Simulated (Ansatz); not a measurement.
## Fields on a plane of SiC (wurtzite)

```yaml
crystal:
  lattice:
    - [3.07548, 0.00000, 0.00000]
    - [-1.53774, 2.66344, 0.00000]
    - [0.00000, 0.00000, 5.04859]
  atoms:
    - { symbol: Si, position: [0.66667, 0.33333, 0.00050] }
    - { symbol: Si, position: [0.33333, 0.66667, 0.50050] }
    - { symbol: C, position: [0.66667, 0.33333, 0.62470] }
    - { symbol: C, position: [0.33333, 0.66667, 0.12470] }
```

The slice is a (1 -1 0 0) plane (indices of the conventional cell) through the point (0.667, 0.333, 0.001) (fractional), spanned by u = [110] and v = [001] in vectors of this cell: u (3.08 Å) and v (5.05 Å, at 90° to u). It covers one period; positions are fractions (u, v).

Atoms on it: Si at (0.00, 0.00); C at (0.00, 0.62). Other atoms lie within 1 Å of the plane.

These are r2SCAN (plane waves to 500 eV, PAW, scalar-relativistic; Ansatz, a quantum-chemistry and plane-wave program) values and carry that method's errors. k mesh 12×12×7. These are valence fields of a PAW run, semicore shells included where kept as valence: close to a nucleus they are smooth pseudo fields. SiC was relaxed with its symmetry unable to fall. The PAW data are Ansatz's earlier set.

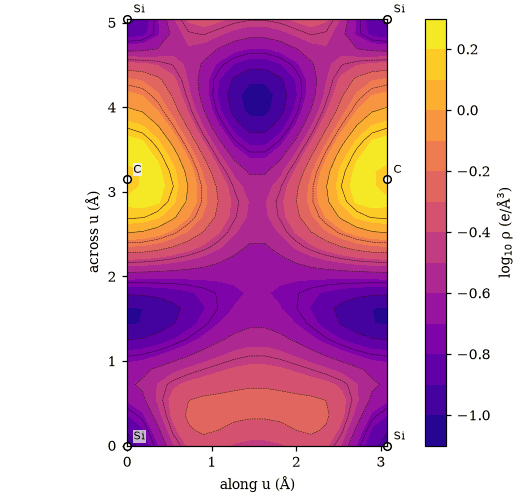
Log₁₀ of the valence density in e/Å³, one period of the plane, atoms marked. The scale is logarithmic, as a density can span decades between atoms and voids.

| v \ u | 0.00 | 0.18 | 0.35 | 0.53 | 0.71 | 0.88 |
|---|---|---|---|---|---|---|
| 0.86 | 0.87 | 0.67 | 0.19 | 0.08 | 0.31 | 0.80 |
| 0.71 | 0.67 | 0.75 | 0.47 | 0.15 | 0.63 | 0.74 |
| 0.57 | x | 0.80 | 0.79 | 0.39 | 0.85 | 0.60 |
| 0.43 | 0.52 | 0.55 | 0.40 | 0.23 | 0.48 | 0.54 |
| 0.29 | 0.05 | 0.10 | 0.36 | 0.51 | 0.25 | 0.07 |
| 0.14 | 0.18 | 0.59 | 0.72 | 0.65 | 0.73 | 0.39 |
| 0.00 | x | 0.37 | 0.75 | 0.66 | 0.74 | x |

Values: electron localisation function (ELF). Points within 0.4 Å of a nucleus are blanked (x), as the pseudised field means little there.

- Density on the Si–C line (1.90 Å) at its midpoint = 0.88 e/Å³
- ELF at that point = 0.9
- ELF maximum in the middle third of the Si–C line = 0.93, 1.0 Å from Si
- Element round which the density of the highest valence band (whole band, smooth part) is largest on this plane = C
